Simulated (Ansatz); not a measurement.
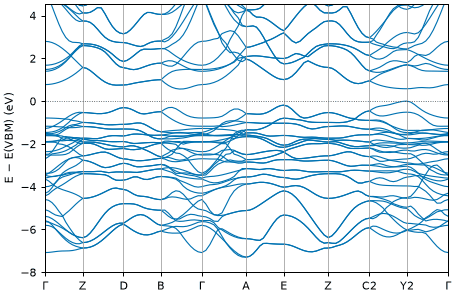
Fig. 1. Band structure from plane-wave PAW r²SCAN (Ansatz code)

The gap is 0.56 eV; an edge lies off the plotted path or next to a special point (maximum at Y2, minimum off the standard path).

Task: Which of these materials gives this?
A) CoP2, P2_1/c (Co on 4e, P on 4e, P on 4e)
B) PtI2, P2_1/c (Pt on 4e, I on 4e, I on 4e)
C) CuF2, P2_1/c (Cu on 2b, F on 4e)
D) BSe2, P2_1/c (Pearson symbol mP24)

Result: A, CoP2, P2_1/c (Co on 4e, P on 4e, P on 4e)

The workflow started from a Materials Project entry (that database holds measured and hypothetical structures alike); the Crystallography Open Database copy checked does not list it. Whether it is the stable phase at ambient conditions was not checked. The r²SCAN relaxation kept the symmetry of its start; whether a distortion lowers the energy is not shown. No spin polarisation was allowed.

Potentials: the later of the program's two PAW sets.
